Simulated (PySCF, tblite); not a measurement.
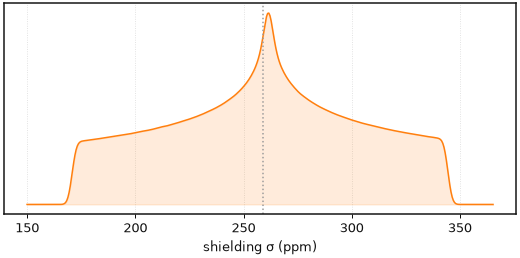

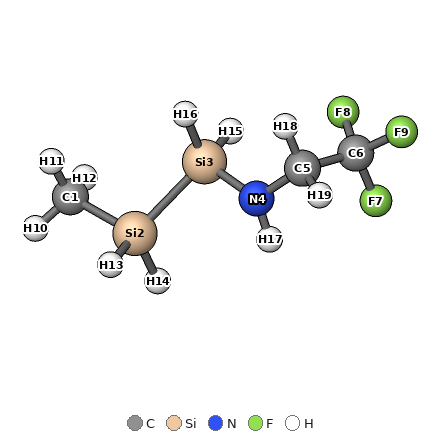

Static powder pattern (¹⁹F) from GIAO shielding tensors of C₃H₁₀F₃NSi₂, SMILES C[SiH2][SiH2]NCC(F)(F)F, PBE0/pcSseg-1 in PySCF, at a GFN2-xTB geometry (a minimum by its frequencies); absolute shielding, one fixed geometry of the isolated molecule without any motion, no dipolar terms. The dotted line is the isotropic value; skew is 3(σiso − σ22)/span.

Q: The pattern belongs to F9. Give the principal values, span and skew.

A: F9: σ11, σ22, σ33 = 171, 261, 344 ppm, isotropic 259, span 174 ppm, skew −0.04.

Known limits of this run: the tight-binding geometry is rougher than a DFT one and adds to the error; one conformer of a flexible molecule.
